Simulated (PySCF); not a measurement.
**CH9BrSi3: density, localisation and related maps**

The calculation's input:

```
{"job": {"kind": "uv", "xc": "PBE0", "basis": "def2-SVPD", "nstates": 8, "ntriplets": 3}, "charge": 0, "multiplicity": 1}
C      0.174331     1.297567    -1.366543
Si    -0.051238     0.306592     0.252550
Si    -2.064237    -0.877509     0.193397
Si     1.953743    -0.738814     0.838233
Br    -0.355634     1.991275     1.784745
H      0.331362     0.624866    -2.205529
H      1.030723     1.966265    -1.316137
H     -0.698370     1.907116    -1.590130
H     -2.322823    -1.514697     1.484526
H     -1.940941    -1.928411    -0.820218
H     -3.223037    -0.050330    -0.146422
H      3.101667     0.168974     0.868722
H      1.838420    -1.369510     2.153141
H      2.225355    -1.783857    -0.152502
```

Launched as:

```sh
OMP_NUM_THREADS=1 python probes_run.py task.json out
```

Geometry: GFN2-xTB.

Method: PBE0/def2-SVPD, SCF density, gas phase in PySCF 2.14.0.

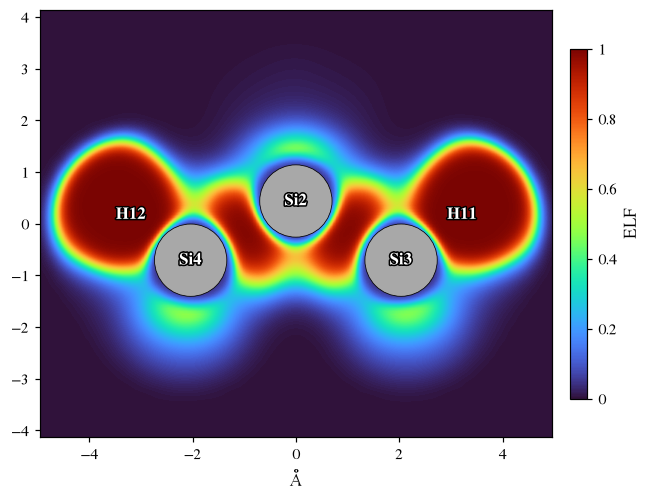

Figure 1. Electron localisation function on the plane of atoms Si2, Si4 and H12. Grey discs cover the atomic cores.

**What does the map show?**

- The plane passes through Si and H nuclei.
- Si–Si (2.34 Å): the ELF peaks at about 1 between the atoms (a covalent bond).
- Si–H (1.46 Å): the ELF climbs to about 1 towards the hydrogen, as it does in any bond to H.

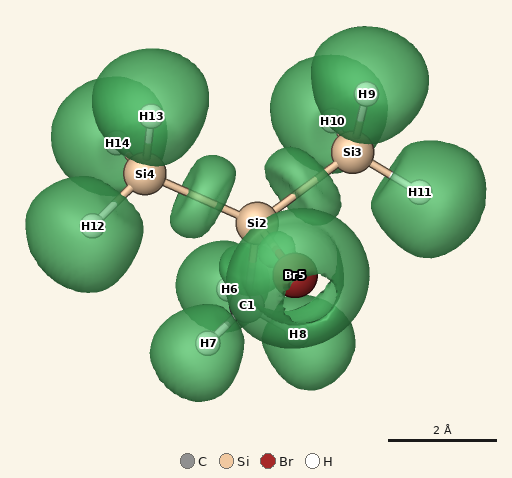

Figure 2. Isosurface of the ELF at 0.8 (green), seen at a tilt. Core shells and regions of very low density are left out.

**Describe the localisation domains.**

The ELF exceeds this value in one region between bonded Br–Si atoms (shared pairs), one region between bonded C–Si atoms (shared pairs), two regions between bonded Si–Si atoms (shared pairs), nine regions around hydrogen nuclei and one ring or bowl of non-bonding electrons around Br. Along the contacts the grid gives the following. C–Si (1.91 Å): the ELF peaks at about 0.95 between the atoms; a shared electron pair. Si–Br (2.30 Å): the ELF peaks at about 0.85 between the atoms; a polar covalent bond.

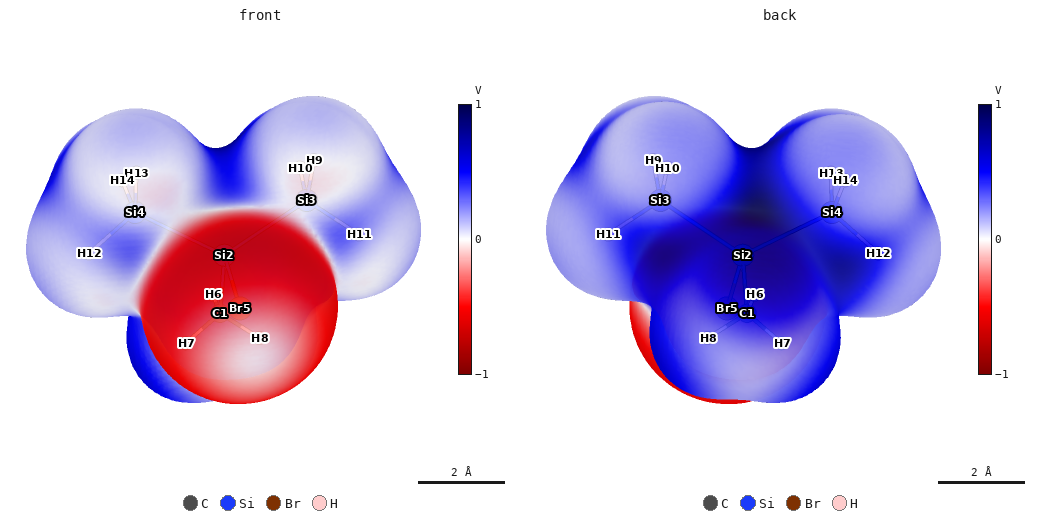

Figure 3. The molecular electrostatic potential painted on the density surface at 0.001 e/bohr³, seen from the front and from behind; red is negative and blue positive.

**Where is the surface potential most negative and most positive?**

The most negative region (about −0.6 V) lies over Br5, the most positive (about +0.9 V) over Si2.

**How polar is the molecule by this calculation?**

Its dipole moment is 2.11 D.
